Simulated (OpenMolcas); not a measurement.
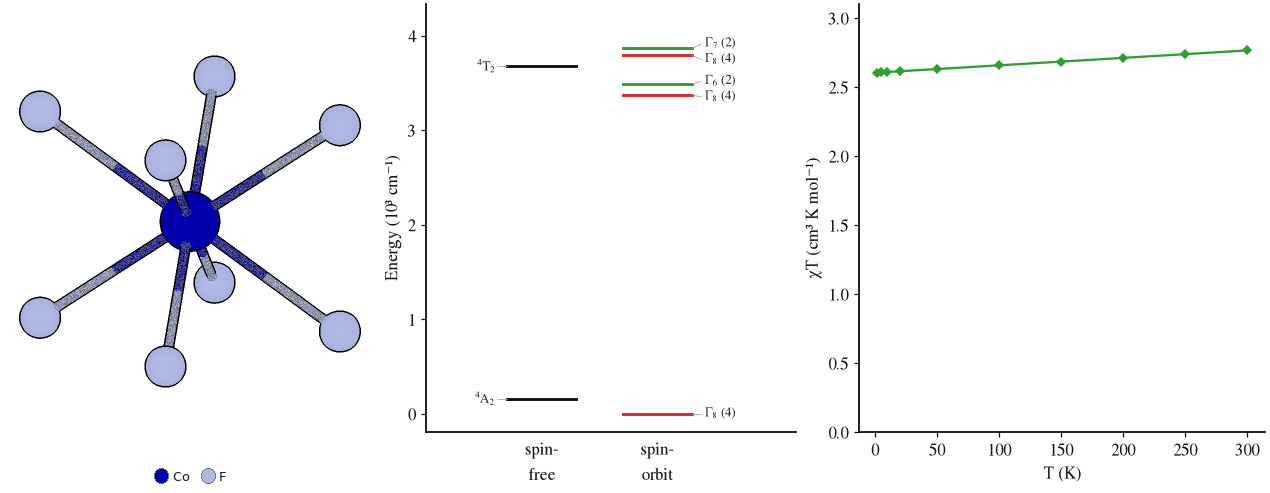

Co²⁺ (3d⁷) as a dopant in SrF₂, a cluster with its 8 nearest F⁻ at 2.213 Å (cube) embedded in model potentials and point charges; the geometry was set, not optimised, and its levels and susceptibility. Labels give the representation in O, Td, D4 or D3 as the site allows (double group for half-integer spin) where it could be assigned and, in brackets, the degeneracy; spin-free states, where drawn, share the zero of the spin-orbit levels. Level of the calculation: state-averaged SS-CASPT2, IPEA shift 0.25, imaginary shift 0.1 hartree, closed shells 3s 3p correlated, active space 7 electrons in the shell 3d, basis ANO-RCC-VDZP on all atoms, DKH2 scalar Hamiltonian, spin-orbit coupling by RASSI with atomic mean-field integrals (OpenMolcas). Powder susceptibility by Van Vleck's formula.

**What does the figure show?**

The ground level is Γ₈, 4-fold degenerate, 100 % from states of spin multiplicity 4. The next level lies at 3,380 cm⁻¹ (Γ₈). The lowest spin-free state is ⁴A₂, from the free-ion F term; of the same spin there follows at 3,520 cm⁻¹ (⁴T₂) above it. χT is 2.61 cm³ K mol⁻¹ at 2 K and 2.77 at 300 K, an effective moment of 4.70 μB.

Limits of the model: small active space favours high spin, ground spin may be wrong; single d shell for a late 3d ion, CASPT2 field may be too large; the geometry is set by hand, with no relaxation and no charge compensation.
